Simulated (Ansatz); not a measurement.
**Response to strain in Cu**

Take Cu in the fcc (Cu type) structure (space group Fm-3m, No. 225; a = 3.518 Å; relaxed with 0.1 eV smearing) as the base. Axes: x, y, z lie along the cube axes.

Strains are applied to the cell and any free atomic positions relax; under biaxial strain the out-of-plane vector relaxes too.

Method: Ansatz (an electronic-structure program) LDA, without spin-orbit coupling.

Notes on the quantities. in-plane stress: mean in-plane stress (compression positive).

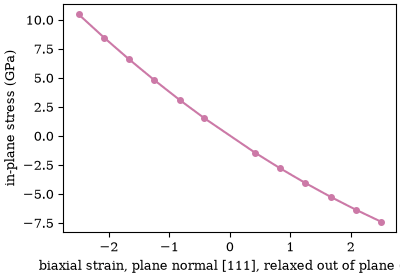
Figure. in-plane stress against biaxial strain, plane normal [111], relaxed out of plane

```json
[
 {"biaxial strain, plane normal [111], relaxed out of plane (%)": "-2.5", "in-plane stress": "+10.5 GPa"},
 {"biaxial strain, plane normal [111], relaxed out of plane (%)": "-2.08", "in-plane stress": "+8.5 GPa"},
 {"biaxial strain, plane normal [111], relaxed out of plane (%)": "-1.67", "in-plane stress": "+6.6 GPa"},
 {"biaxial strain, plane normal [111], relaxed out of plane (%)": "-1.25", "in-plane stress": "+4.8 GPa"},
 {"biaxial strain, plane normal [111], relaxed out of plane (%)": "-0.83", "in-plane stress": "+3.1 GPa"},
 {"biaxial strain, plane normal [111], relaxed out of plane (%)": "-0.42", "in-plane stress": "+1.5 GPa"},
 {"biaxial strain, plane normal [111], relaxed out of plane (%)": "0.42", "in-plane stress": "-1.4 GPa"},
 {"biaxial strain, plane normal [111], relaxed out of plane (%)": "0.83", "in-plane stress": "-2.8 GPa"},
 {"biaxial strain, plane normal [111], relaxed out of plane (%)": "1.25", "in-plane stress": "-4.1 GPa"},
 {"biaxial strain, plane normal [111], relaxed out of plane (%)": "1.67", "in-plane stress": "-5.2 GPa"},
 {"biaxial strain, plane normal [111], relaxed out of plane (%)": "2.08", "in-plane stress": "-6.3 GPa"},
 {"biaxial strain, plane normal [111], relaxed out of plane (%)": "2.5", "in-plane stress": "-7.4 GPa"}
]
```

Stability against distortions was not tested. All final runs are without spin polarisation.
